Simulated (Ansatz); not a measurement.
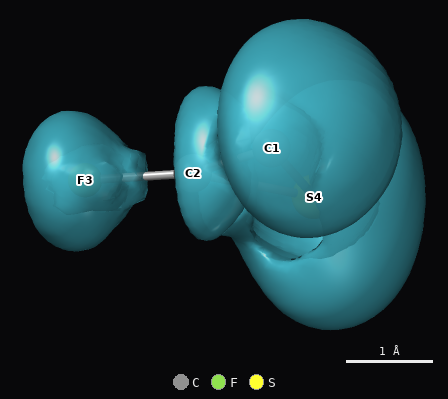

The picture shows: C2FS (doublet). Isosurface of the electron localisation function at 0.75 (cyan), seen from one side. Only the valence region is drawn (cores and ρ < 0.01 e/Å³ removed).

Geometry: PBE0-D3(BJ)/def2-SVP.

Method: isolated molecule in a Gaussian basis; Kohn-Sham density functional theory, functional PBE0 in Ansatz 0.2.0.

> Describe the localisation domains.

The surface consists of one region between bonded C–C atoms (shared pairs), one region on F in which the atom's valence shell and bonds are merged, one region on S in which the atom's valence shell and bonds are merged and one lobe on C, pointing away from the bonds (non-bonding electrons). Along the contacts the grid gives the following. C–F (1.29 Å): the ELF peaks at about 0.85 between the atoms (a shared but strongly polarised pair). C–C (1.34 Å): the ELF peaks at about 0.90 between the atoms (a multiple bond).
